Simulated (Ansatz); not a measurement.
Geometry relaxation, with input and output: GeH3Cl2F (part 2 of 2)

The same run, continued: GeH3Cl2F; RKS PBE/def2-SVP (Ansatz 0.2.0). The input holds or restrains some coordinates. It belongs to a series of runs on one base structure; here: pulled along the bonds that form and break, towards end A.

Geometry of the input (Å):
```
Ge 0.0000  0.0000  0.0000
F  0.0000  0.0000  2.0300
Cl 2.0935  0.0000  -0.7393
H  -0.7300  1.2648  -0.5162
H  -0.7300  -1.2648  -0.5162
Cl 1.3216  1.9931  0.7946
H  0.6630  0.9998  1.9150
```

```
mean field -84292.53813422 eV, -3097.6936408980 hartree, gradient 3.4e-5 eV, S^2 0.000000; 1 other end points of the search recorded, 0 dependent functions left out
the calculation of the forces begins
reference -84292.53816621 eV, -3097.6936420736 hartree; 39, 39 occupied and 58, 58 virtual orbitals, 1063 factors
Total energy: -84292.53816621 eV, -3097.6936420736 hartree
Atom 0 at    -0.079597    -0.191345    -0.113736 Å, force    -0.159459    -0.038972    -1.439899 eV/Å
Atom 1 at     0.011218    -0.265067     1.605794 Å, force     0.137940     0.035421     1.358785 eV/Å
Atom 2 at     1.928308    -0.448203    -0.872469 Å, force    -0.019003    -0.002501    -0.000422 eV/Å
Atom 3 at    -0.653774     1.185259    -0.506355 Å, force     0.027549    -0.050278    -0.001315 eV/Å
Atom 4 at    -0.904402    -1.430956    -0.527751 Å, force    -0.009285    -0.017551     0.006974 eV/Å
Atom 5 at     1.307956     2.601510     1.311614 Å, force    -0.135140    -0.608957     0.653458 eV/Å
Atom 6 at     1.008390     1.541701     2.070803 Å, force     0.157399     0.682838    -0.577581 eV/Å
Dipole moment:    -0.370648    -0.117803    -0.098097 e Å
```

**Trajectory as extended XYZ (Å, eV, eV/Å), 8 frames, from step=1 to step=8**
```
7
Properties=species:S:1:pos:R:3:forces:R:3 step=1 energy=-84290.42985
Ge    0.0000    0.0000    0.0000    0.9096   1.0820  -0.7572
F     0.0000    0.0000    2.0300   -0.0475  -0.0859  -1.0438
Cl    2.0935    0.0000   -0.7393   -0.2111  -2.6140  -1.3881
H    -0.7300    1.2648   -0.5162   -0.4659  -0.4256   0.0290
H    -0.7300   -1.2648   -0.5162    0.1476  -0.5033   0.6750
Cl    1.3216    1.9931    0.7946   -0.6782   2.0096   3.2173
H     0.6630    0.9998    1.9150    0.3455   0.5372  -0.7321
7
Properties=species:S:1:pos:R:3:forces:R:3 step=2 energy=-84291.01947
Ge   -0.0688   -0.1059    0.0076    1.9151   2.9190   0.3222
F    -0.0661   -0.1000    1.9560    0.0254  -0.0702  -1.8356
Cl    2.0797   -0.0259   -0.7477   -1.2245  -1.6604  -0.3141
H    -0.7321    1.2514   -0.5128    0.0632  -0.9032   0.4606
H    -0.7381   -1.2866   -0.5150   -0.6992  -1.8807  -0.1143
Cl    1.3954    2.1314    0.9104   -1.0376   0.1241   2.8611
H     0.7481    1.1284    1.8696    0.9574   1.4714  -1.3801
7
Properties=species:S:1:pos:R:3:forces:R:3 step=3 energy=-84291.50679
Ge   -0.1234   -0.1883    0.0254    2.4019   4.0816   0.2218
F    -0.1448   -0.2216    1.8603    0.0863  -0.0317  -1.2345
Cl    2.0547   -0.0400   -0.7421   -1.5162  -1.2487   0.1385
H    -0.7259    1.2354   -0.5016    0.2155  -1.2128   0.6323
H    -0.7541   -1.3227   -0.5229   -1.2235  -2.7252  -0.7696
Cl    1.4576    2.2398    1.0022   -0.8723  -0.2472   2.0879
H     0.8539    1.2904    1.8466    0.9083   1.3840  -1.0765
7
Properties=species:S:1:pos:R:3:forces:R:3 step=4 energy=-84292.05865
Ge   -0.1573   -0.2254    0.0084    1.8825   2.8210  -1.6592
F    -0.1892   -0.2998    1.7398    0.1062  -0.0109   0.8705
Cl    2.0000   -0.0816   -0.7298   -1.2978  -0.8143   0.3000
H    -0.7217    1.1924   -0.4767    0.0639  -0.8533   0.4470
H    -0.7883   -1.4047   -0.5487   -0.7688  -1.7254  -0.5253
Cl    1.5289    2.3787    1.1111   -0.4906  -0.1624   1.0463
H     0.9457    1.4334    1.8638    0.5046   0.7453  -0.4792
7
Properties=species:S:1:pos:R:3:forces:R:3 step=5 energy=-84292.48352
Ge   -0.1379   -0.1796   -0.0810    0.5862  -0.0994  -1.6652
F    -0.1246   -0.2636    1.6362    0.1002   0.0348   1.4626
Cl    1.9475   -0.2696   -0.7569   -0.4612  -0.0810   0.0925
H    -0.7770    1.1565   -0.4658   -0.0804   0.1305  -0.0687
H    -0.8033   -1.4736   -0.5723   -0.1295  -0.1153  -0.0057
Cl    1.5013    2.5165    1.2406   -0.3482  -0.5299   0.6707
H     1.0122    1.5063    1.9672    0.3330   0.6603  -0.4862
7
Properties=species:S:1:pos:R:3:forces:R:3 step=6 energy=-84292.53618
Ge   -0.0895   -0.1875   -0.1041   -0.1349  -0.1205  -1.4074
F    -0.0220   -0.2748    1.6177    0.1450   0.0434   1.3136
Cl    1.9275   -0.4215   -0.8422    0.0138  -0.0019  -0.0038
H    -0.6613    1.1924   -0.4765   -0.0125  -0.0274  -0.0326
H    -0.8821   -1.4415   -0.5454   -0.0239   0.0420   0.0253
Cl    1.3297    2.6027    1.2965   -0.1553  -0.6436   0.6322
H     1.0158    1.5230    2.0219    0.1679   0.7081  -0.5272
7
Properties=species:S:1:pos:R:3:forces:R:3 step=7 energy=-84292.52729 accepted=F
Ge   -0.0796   -0.2066   -0.1348   -0.1332   0.1558  -1.4003
F     0.0501   -0.2481    1.5808    0.0915  -0.0220   1.4184
Cl    1.9250   -0.4587   -0.9050   -0.0463  -0.0440  -0.0363
H    -0.6484    1.1758   -0.5363    0.0404  -0.1315   0.0046
H    -0.9298   -1.4385   -0.5110    0.0072  -0.0626  -0.0188
Cl    1.3124    2.5812    1.3182   -0.1636  -0.5661   0.7526
H     0.9883    1.5878    2.1560    0.2040   0.6703  -0.7202
7
Properties=species:S:1:pos:R:3:forces:R:3 step=8 energy=-84292.53813
Ge   -0.0796   -0.1913   -0.1137   -0.1595  -0.0390  -1.4399
F     0.0112   -0.2651    1.6058    0.1379   0.0354   1.3588
Cl    1.9283   -0.4482   -0.8725   -0.0190  -0.0025  -0.0004
H    -0.6538    1.1853   -0.5064    0.0275  -0.0503  -0.0013
H    -0.9044   -1.4310   -0.5278   -0.0093  -0.0176   0.0070
Cl    1.3080    2.6015    1.3116   -0.1351  -0.6090   0.6535
H     1.0084    1.5417    2.0708    0.1574   0.6828  -0.5776
```

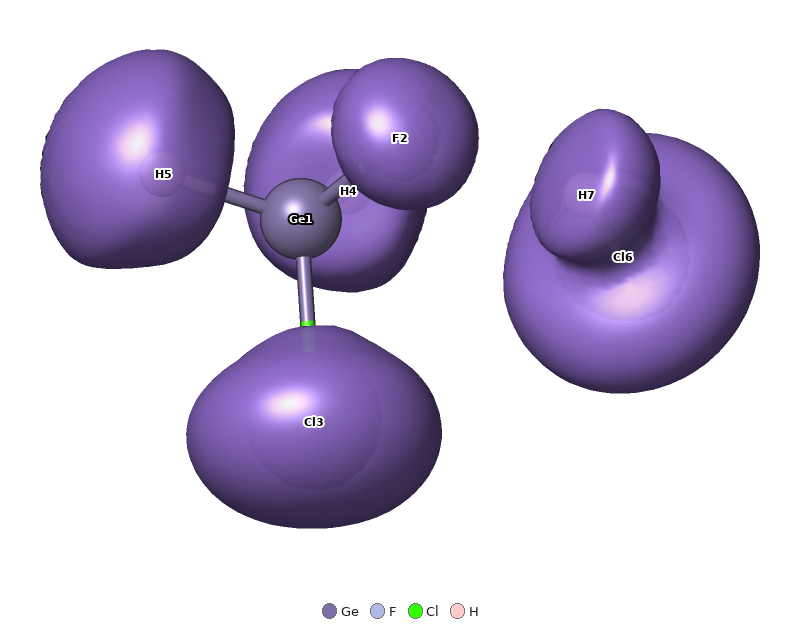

**Figure 1.** Isosurface of the electron localisation function at 0.75 (purple), seen face on. Core shells and regions of very low density are left out. Values along the shortest contacts: Ge–F (1.72 Å): the ELF peaks at about 0.80 in the valence shell of F, 0.6 Å from its nucleus, and is about 0.25 at the midpoint.

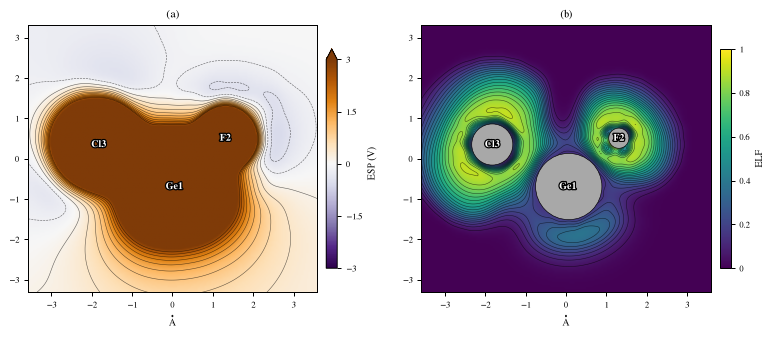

**Figure 2.** (a) electrostatic potential; (b) ELF on the plane of atoms F2, Ge1 and Cl3. Grey discs, where drawn, cover atomic cores. The section cuts through Ge, F and Cl sites. Ge–F (1.72 Å): the ELF peaks at about 0.80 in the valence shell of F, 0.6 Å from its nucleus, and is about 0.25 at the midpoint. Ge–Cl (2.16 Å): the ELF peaks at about 0.85 in the valence shell of Cl, 0.8 Å from its nucleus, and is about 0.65 at the midpoint.

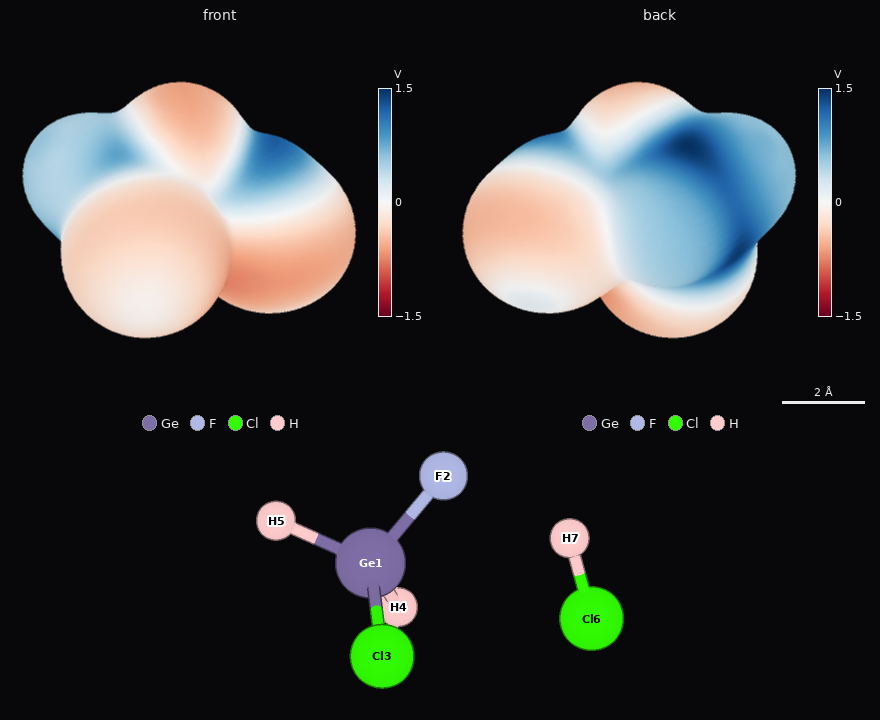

**Figure 3.** The molecular electrostatic potential painted on the density surface at 0.001 e/bohr³, seen at a tilt and from behind; the colour scale runs from red (negative) to blue (positive). The bare structure is drawn below in the same view.
